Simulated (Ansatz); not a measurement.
Geometry relaxation, with input and output: SiH₃OF₃ (part 1 of 2)

System: SiH₃OF₃.
Method: RKS PBE0-D4/def2-TZVP (Ansatz 0.2.0).

The geometry is a transition state displaced along its imaginary mode. The reaction was set up to form Si1–O7 and H2–H6 and to break Si1–H2 and H6–O7 (atoms counted from 1 in the order of the input); sticks are drawn by distance alone. Figures and captions count atoms from 1; the log counts them from 0 in places.

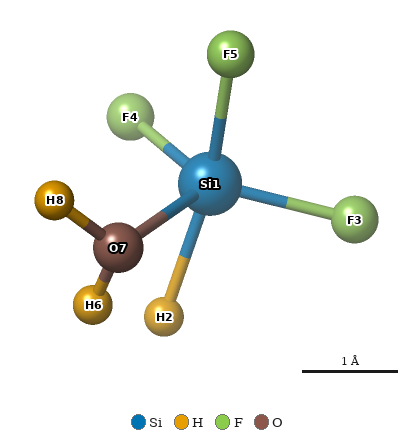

**Figure 1.** The starting structure (ball-and-stick view, seen at a tilt; atoms are numbered from 1 in the order of the input). Bond lengths as drawn: F–Si 1.57 to 1.64 Å, H–O 0.86 to 0.99 Å, H–Si 1.54 Å and O–Si 1.86 Å.

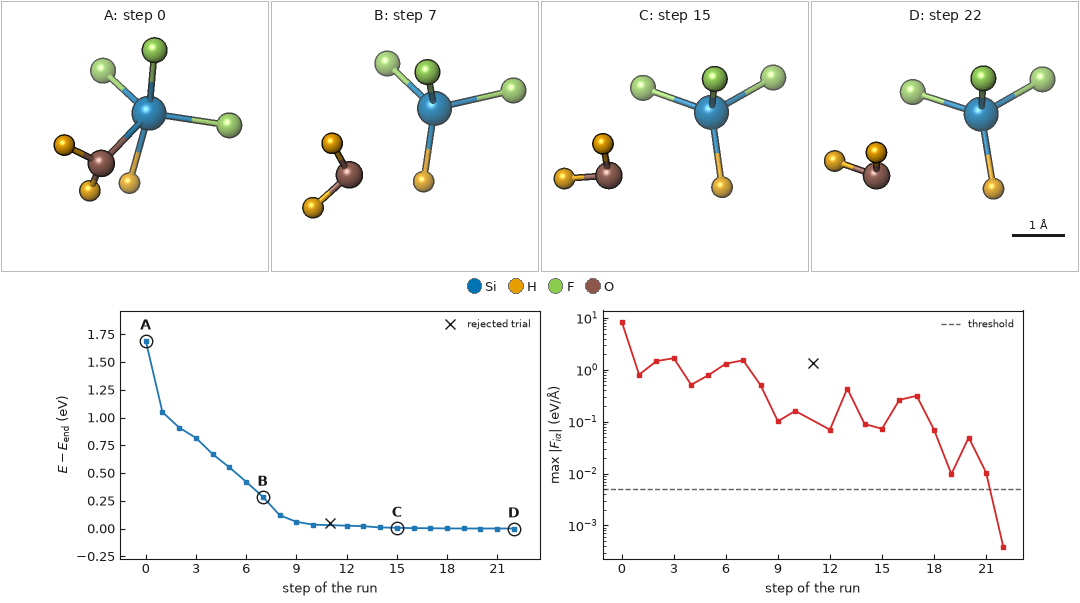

**Figure 2.** Frames of the relaxation (ball-and-stick view, seen at an oblique angle) above the curves, on which the letters mark them (the first geometry is step 0 here and step 1 in the log).

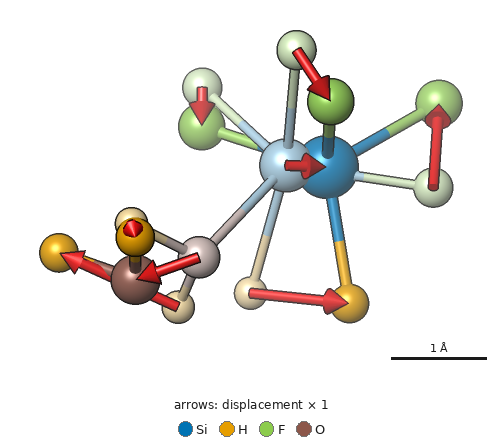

**Figure 3.** Start (faint) and end (solid) with the displacements as red arrows, at true length (ball-and-stick view, seen at an oblique angle). The two geometries are laid on each other by the best rigid fit. The energy falls by 1.693 eV in 22 geometry steps. Largest force component: 8.4 eV/Å at the start, 0.00038 eV/Å at the end. The line search rejected the trial step at point 11 (counted from 0) and went back. The atom that moves furthest after the best rigid fit is H6 (1.38 Å). By element the largest moves are H 1.38 Å, F 1.20 Å, O 0.71 Å, Si 0.46 Å. Among the contacts that change: Si1–O7 1.859 → 2.724 Å, H6–O7 0.857 → 0.961 Å, Si1–H2 1.542 → 1.456 Å, Si1–F5 1.641 → 1.580 Å. Bonds break: Si1–O7 (1.86 → 2.72 Å). Among the angles that change: H2–Si1–F5 160.9° → 114.2°, H2–Si1–F4 92.0° → 114.2°, F3–Si1–F4 123.1° → 105.0°. (Atoms are counted from 1 in the order of the input.)

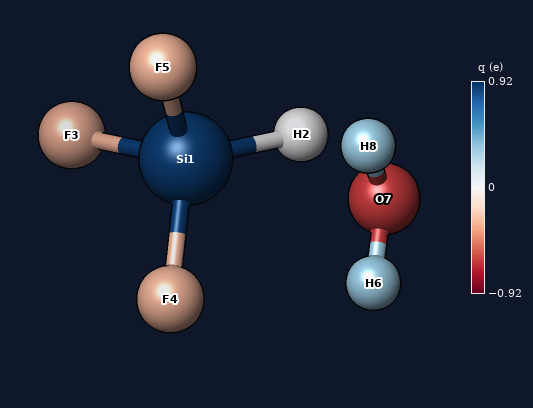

**Figure 4.** Mulliken charges, as the colour of each atom (ball-and-stick view, seen at a tilt; atoms are numbered from 1 in the order of the input). By element: Si +0.88, H −0.02 to +0.34, F −0.31 to −0.30 and O −0.64 e.

The input that produced these results follows, with the program's output.

The input:
```yaml
crystal:
  periodic: [false, false, false]
  atoms:
    - {symbol: Si, position_ang: [-0.589048, 0.221647, -0.162362]}
    - {symbol: H, position_ang: [-0.575059, -1.320168, -0.191131]}
    - {symbol: F, position_ang: [-1.214140, 0.339528, -1.602716]}
    - {symbol: F, position_ang: [-1.463096, 0.243360, 1.171380]}
    - {symbol: F, position_ang: [-0.075665, 1.775073, -0.039877]}
    - {symbol: H, position_ang: [0.886266, -1.072153, 0.152736]}
    - {symbol: O, position_ang: [1.191262, -0.283389, 0.013823]}
    - {symbol: H, position_ang: [1.839480, 0.095902, 0.658147]}
basis:
  gaussian: {orbitals: def2-TZVP}
hamiltonian: {xc: pbe0, dispersion: d4}
relax: {f_tol: 0.005, max_steps: 200}
```

Launch command:
```bash
ansatz run in.yaml --threads 4 --pin off --events-out ev --progress --plain --max-ram 9574MiB
```

Log:
```
Functional definition: PBE0
  name "PBE0"
  cite "Adamo & Barone, J. Chem. Phys. 110, 6158 (1999) doi:10.1063/1.478522"
  cite "Perdew, Burke & Ernzerhof, Phys. Rev. Lett. 77, 3865 (1996) doi:10.1103/PhysRevLett.77.3865"
  parent pbe
  parameter a = 0.25
  parameter kappa = 0.804
  parameter beta = 0.06672455060314922
  exchange = (1 - a)*pbe_x(kappa = kappa, mu = beta*pi^2/3) + a*exact_x
  correlation = pbe_c(beta = beta)
1019 factors; their error is unknown
mean field evaluation 1: about -18113.6253 eV, gradient 6.7e1 eV
mean field evaluation 2: about -18108.4628 eV, gradient 9.1e1 eV
mean field evaluation 4: about -18119.7062 eV, gradient 2.0e0 eV
mean field evaluation 8: about -18119.7796 eV, gradient 3.2e-2 eV
mean field -18119.77958924 eV, -665.8896178768 hartree, gradient 5.7e-5 eV, S^2 0.000000; 0 other end points of the search recorded, 0 dependent functions left out
the calculation of the forces begins
reference -18119.77961271 eV, -665.8896187393 hartree; 26, 26 occupied and 153, 153 virtual orbitals, 1019 factors
relax step   1: F+E_penalty+E_count = -18119.88533844 eV  Δ(F+E_penalty+E_count) = +0.000e0 eV  max|allowed force component| = 8.444e0 eV/Å  Δτ_max = 0.0000 Å  (26 SCF iters, accepted)
these checks for a lower state are left out or cut short: starts, cluster_reference, orbital_swaps, neighbouring_geometries, increment
1019 factors; their error is unknown
mean field evaluation 16: about -18120.1109 eV, gradient 1.1e1 eV
mean field -18120.42423574 eV, -665.9133081987 hartree, gradient 2.0e-5 eV, S^2 0.000000; 0 other end points of the search recorded, 0 dependent functions left out
[... from here on the field's lines of each further geometry are left out, up to the last ...]
relax step   2: F+E_penalty+E_count = -18120.52935318 eV  Δ(F+E_penalty+E_count) = -6.440e-1 eV  max|allowed force component| = 8.073e-1 eV/Å  Δτ_max = 0.1626 Å  (28 SCF iters, accepted)
relax step   3: F+E_penalty+E_count = -18120.66967028 eV  Δ(F+E_penalty+E_count) = -1.403e-1 eV  max|allowed force component| = 1.473e0 eV/Å  Δτ_max = 0.1560 Å  (29 SCF iters, accepted)
relax step   4: F+E_penalty+E_count = -18120.76158321 eV  Δ(F+E_penalty+E_count) = -9.191e-2 eV  max|allowed force component| = 1.677e0 eV/Å  Δτ_max = 0.1478 Å  (29 SCF iters, accepted)
relax step   5: F+E_penalty+E_count = -18120.90846879 eV  Δ(F+E_penalty+E_count) = -1.469e-1 eV  max|allowed force component| = 5.152e-1 eV/Å  Δτ_max = 0.1999 Å  (35 SCF iters, accepted)
relax step   6: F+E_penalty+E_count = -18121.02788856 eV  Δ(F+E_penalty+E_count) = -1.194e-1 eV  max|allowed force component| = 7.897e-1 eV/Å  Δτ_max = 0.1952 Å  (28 SCF iters, accepted)
relax step   7: F+E_penalty+E_count = -18121.15693900 eV  Δ(F+E_penalty+E_count) = -1.291e-1 eV  max|allowed force component| = 1.315e0 eV/Å  Δτ_max = 0.1985 Å  (27 SCF iters, accepted)
relax step   8: F+E_penalty+E_count = -18121.29321046 eV  Δ(F+E_penalty+E_count) = -1.363e-1 eV  max|allowed force component| = 1.525e0 eV/Å  Δτ_max = 0.1954 Å  (28 SCF iters, accepted)
relax step   9: F+E_penalty+E_count = -18121.45803109 eV  Δ(F+E_penalty+E_count) = -1.648e-1 eV  max|allowed force component| = 5.072e-1 eV/Å  Δτ_max = 0.2000 Å  (35 SCF iters, accepted)
relax step  10: F+E_penalty+E_count = -18121.51841288 eV  Δ(F+E_penalty+E_count) = -6.038e-2 eV  max|allowed force component| = 1.018e-1 eV/Å  Δτ_max = 0.2000 Å  (35 SCF iters, accepted)
relax step  11: F+E_penalty+E_count = -18121.54364508 eV  Δ(F+E_penalty+E_count) = -2.523e-2 eV  max|allowed force component| = 1.613e-1 eV/Å  Δτ_max = 0.1992 Å  (36 SCF iters, accepted)
relax step  12: F+E_penalty+E_count = -18121.52620387 eV  Δ(F+E_penalty+E_count) = +1.744e-2 eV  max|allowed force component| = 1.329e0 eV/Å  Δτ_max = 0.1910 Å  (29 SCF iters, rejected (line search))
relax step  13: F+E_penalty+E_count = -18121.55261435 eV  Δ(F+E_penalty+E_count) = -8.969e-3 eV  max|allowed force component| = 7.011e-2 eV/Å  Δτ_max = 0.0955 Å  (29 SCF iters, accepted)
relax step  14: F+E_penalty+E_count = -18121.55772020 eV  Δ(F+E_penalty+E_count) = -5.106e-3 eV  max|allowed force component| = 4.363e-1 eV/Å  Δτ_max = 0.0983 Å  (30 SCF iters, accepted)
relax step  15: F+E_penalty+E_count = -18121.56894517 eV  Δ(F+E_penalty+E_count) = -1.122e-2 eV  max|allowed force component| = 9.019e-2 eV/Å  Δτ_max = 0.1498 Å  (28 SCF iters, accepted)
relax step  16: F+E_penalty+E_count = -18121.57212892 eV  Δ(F+E_penalty+E_count) = -3.184e-3 eV  max|allowed force component| = 7.286e-2 eV/Å  Δτ_max = 0.0727 Å  (30 SCF iters, accepted)
relax step  17: F+E_penalty+E_count = -18121.57502318 eV  Δ(F+E_penalty+E_count) = -2.894e-3 eV  max|allowed force component| = 2.626e-1 eV/Å  Δτ_max = 0.1251 Å  (29 SCF iters, accepted)
relax step  18: F+E_penalty+E_count = -18121.57599683 eV  Δ(F+E_penalty+E_count) = -9.737e-4 eV  max|allowed force component| = 3.157e-1 eV/Å  Δτ_max = 0.0918 Å  (29 SCF iters, accepted)
relax step  19: F+E_penalty+E_count = -18121.57777484 eV  Δ(F+E_penalty+E_count) = -1.778e-3 eV  max|allowed force component| = 6.998e-2 eV/Å  Δτ_max = 0.0167 Å  (29 SCF iters, accepted)
relax step  20: F+E_penalty+E_count = -18121.57826767 eV  Δ(F+E_penalty+E_count) = -4.928e-4 eV  max|allowed force component| = 9.749e-3 eV/Å  Δτ_max = 0.0429 Å  (30 SCF iters, accepted)
relax step  21: F+E_penalty+E_count = -18121.57838516 eV  Δ(F+E_penalty+E_count) = -1.175e-4 eV  max|allowed force component| = 4.953e-2 eV/Å  Δτ_max = 0.0363 Å  (29 SCF iters, accepted)
relax step  22: F+E_penalty+E_count = -18121.57844422 eV  Δ(F+E_penalty+E_count) = -5.906e-5 eV  max|allowed force component| = 1.046e-2 eV/Å  Δτ_max = 0.0042 Å  (31 SCF iters, accepted)
the calculation of the forces begins
reference -18121.47265109 eV, -665.9518367524 hartree; 26, 26 occupied and 153, 153 virtual orbitals, 1019 factors
relax step  23: F+E_penalty+E_count = -18121.57845430 eV  Δ(F+E_penalty+E_count) = -1.008e-5 eV  max|allowed force component| = 3.782e-4 eV/Å  Δτ_max = 0.0037 Å  (31 SCF iters, accepted)
1019 factors; their error is unknown
mean field evaluation 192: about -18121.4726 eV, gradient 4.2e-3 eV
mean field -18121.47262643 eV, -665.9518358460 hartree, gradient 1.2e-5 eV, S^2 0.000000; 1 other end points of the search recorded, 0 dependent functions left out
the calculation of the forces begins
reference -18121.47265109 eV, -665.9518367524 hartree; 26, 26 occupied and 153, 153 virtual orbitals, 1019 factors
Total energy: -18121.57847896 eV, -665.9557258548 hartree
Atom 0 at    -0.916658     0.265048    -0.449625 Å, force    -0.000347     0.000378    -0.000004 eV/Å
Atom 1 at    -0.557968    -0.879297    -1.275831 Å, force    -0.000031    -0.000097    -0.000145 eV/Å
Atom 2 at    -2.301008     0.825141    -0.974520 Å, force     0.000248    -0.000278    -0.000045 eV/Å
Atom 3 at    -1.166902    -0.086650     1.070760 Å, force    -0.000159    -0.000198     0.000209 eV/Å
Atom 4 at     0.085515     1.482315    -0.558427 Å, force     0.000165     0.000149     0.000070 eV/Å
Atom 5 at     1.326291    -0.908970     1.360179 Å, force     0.000063     0.000255     0.000131 eV/Å
Atom 6 at     1.465423    -0.724073     0.427393 Å, force    -0.000235    -0.000031    -0.000188 eV/Å
Atom 7 at     2.065307     0.026286     0.400070 Å, force     0.000295    -0.000177    -0.000026 eV/Å
Dipole moment:     0.453447    -0.126165     0.229439 e Å
```

Trajectory as extended XYZ (Å, eV, eV/Å), 23 frames, from step=1 to step=23:
```
8
Properties=species:S:1:pos:R:3:forces:R:3 step=1 energy=-18119.88534
Si   -0.5890    0.2216   -0.1624   -0.6506   0.4793   0.3156
H    -0.5751   -1.3202   -0.1911   -0.4676   0.1632  -0.1786
F    -1.2141    0.3395   -1.6027   -0.3707   0.2803  -0.4982
F    -1.4631    0.2434    1.1714   -0.1897   0.1988   0.0586
F    -0.0757    1.7751   -0.0399   -0.0166  -0.7734  -0.0704
H     0.8863   -1.0722    0.1527   -1.7179  -8.3252   1.7912
O     1.1913   -0.2834    0.0138    4.1331   8.4436  -0.7228
H     1.8395    0.0959    0.6581   -0.7201  -0.4666  -0.6955
8
Properties=species:S:1:pos:R:3:forces:R:3 step=2 energy=-18120.52935
Si   -0.6115    0.1917   -0.1627   -0.3927   0.4673   0.1757
H    -0.7210   -1.3388   -0.2421    0.4117   0.3314   0.0504
F    -1.2334    0.3803   -1.6061   -0.2832   0.2217  -0.3354
F    -1.4942    0.2617    1.1669   -0.1504   0.0720   0.0335
F    -0.0320    1.7135   -0.0248   -0.1125  -0.2224  -0.0564
H     1.0072   -1.1648    0.2097    0.8073  -0.7061   0.4410
O     1.2279   -0.2465    0.0320    0.1282   0.1694  -0.1135
H     1.8570    0.2026    0.6272   -0.4082  -0.3334  -0.1954
8
Properties=species:S:1:pos:R:3:forces:R:3 step=3 energy=-18120.66967
Si   -0.6423    0.2019   -0.1649   -0.2601   0.2533   0.0628
H    -0.6887   -1.2999   -0.2503   -0.0067  -0.0017  -0.0240
F    -1.2681    0.4204   -1.6108   -0.2262   0.1343  -0.1073
F    -1.5358    0.2878    1.1591   -0.1270   0.0109  -0.0582
F    -0.0419    1.7097   -0.0224    0.1296  -0.2780  -0.0291
H     1.1241   -1.2570    0.2560    0.6486   1.4730  -0.0727
O     1.2158   -0.2847    0.0441   -0.1029  -1.3738   0.2467
H     1.8369    0.2216    0.5892   -0.0554  -0.2180  -0.0183
8
Properties=species:S:1:pos:R:3:forces:R:3 step=4 energy=-18120.76158
Si   -0.6790    0.1925   -0.1720   -0.1906   0.2154  -0.0028
H    -0.7475   -1.2998   -0.2783    0.1202   0.0737  -0.0052
F    -1.3075    0.4682   -1.6135   -0.1626   0.0585   0.0708
F    -1.5807    0.3047    1.1458   -0.1020  -0.0119  -0.1179
F    -0.0103    1.6670   -0.0131    0.0939  -0.1658  -0.0367
H     1.2574   -1.2756    0.3170    0.2540   1.6768  -0.2879
O     1.2237   -0.3087    0.0615    0.0997  -1.6563   0.4357
H     1.8439    0.2515    0.5525   -0.1126  -0.1904  -0.0558
```
